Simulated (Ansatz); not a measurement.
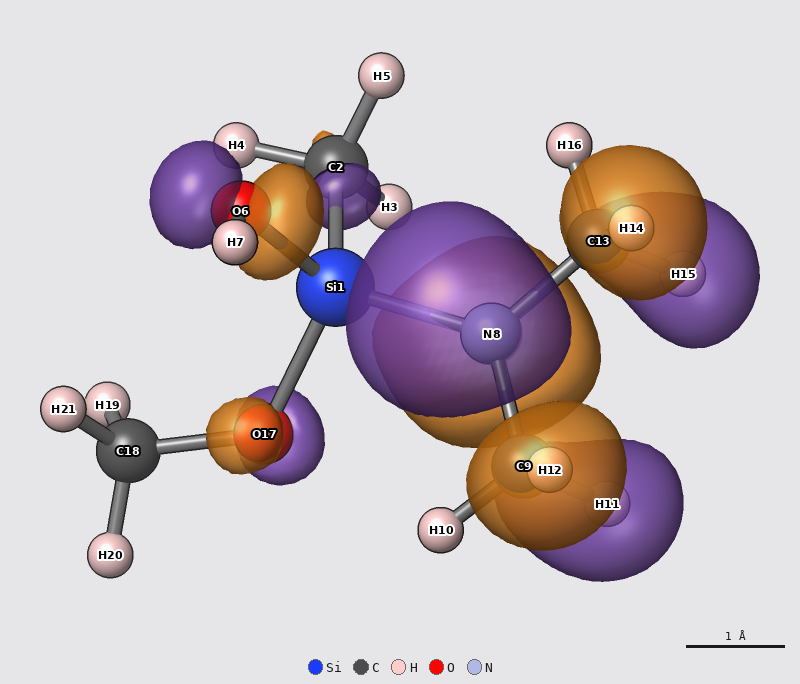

Figure. C$_{4}$H$_{13}$NO$_{2}$Si. The HOMO at ±0.08 Å⁻³ᐟ² (orange and purple are the two phases), seen at a tilt.

Level of theory: RKS B3LYP-D4/6-31G (Ansatz).

The calculation's input:

```
crystal:
  periodic: [false, false, false]
  atoms:
    - { symbol: Si, position_ang: [0.0, 0.0, 0.0] }
    - { symbol: C, position_ang: [0.0, 0.0, 1.87] }
    - { symbol: H, position_ang: [-0.9996, -0.3092, 2.2405] }
    - { symbol: H, position_ang: [0.7676, -0.7111, 2.2405] }
    - { symbol: H, position_ang: [0.232, 1.0203, 2.2405] }
    - { symbol: O, position_ang: [1.5842, 0.0, -0.5594] }
    - { symbol: H, position_ang: [1.9006, -0.9521, -0.6761] }
    - { symbol: "N", position_ang: [-0.8572, 1.4851, -0.6061] }
    - { symbol: C, position_ang: [-2.2719, 1.4087, -0.9981] }
    - { symbol: H, position_ang: [-2.8245, 0.7784, -0.2704] }
    - { symbol: H, position_ang: [-2.7088, 2.429, -1.0098] }
    - { symbol: H, position_ang: [-2.3521, 0.9607, -2.0106] }
    - { symbol: C, position_ang: [-0.1354, 2.762, -0.7039] }
    - { symbol: H, position_ang: [-0.2436, 3.1711, -1.73] }
    - { symbol: H, position_ang: [-0.5567, 3.4827, 0.0276] }
    - { symbol: H, position_ang: [0.9399, 2.5975, -0.4831] }
    - { symbol: O, position_ang: [-0.7913, -1.3709, -0.5594] }
    - { symbol: C, position_ang: [-1.5365, -2.2685, 0.2501] }
    - { symbol: H, position_ang: [-1.2251, -2.1576, 1.3097] }
    - { symbol: H, position_ang: [-2.6187, -2.04, 0.1571] }
    - { symbol: H, position_ang: [-1.349, -3.3106, -0.083] }
basis:
  gaussian: { orbitals: "6-31G" }
hamiltonian:
  xc: b3lyp
  dispersion: d4
relax:
  f_tol: 0.02
  max_steps: 40
output:
  orbitals: {}
```

Run with:

```sh
ansatz run input.yaml --threads 2 --pin off --max-ram 3072MiB --backend cpu --events-out ev --progress --plain --runs-dir out
```

The fields are those of the run's last geometry, not of the input's.

Where does this orbital lie, and at what energy?

Answer. Its weight (Hirshfeld) is mainly on N8 (about 55 %), C9 (about 5 %) and C13 (about 5 %). Its energy is −5.71 eV.
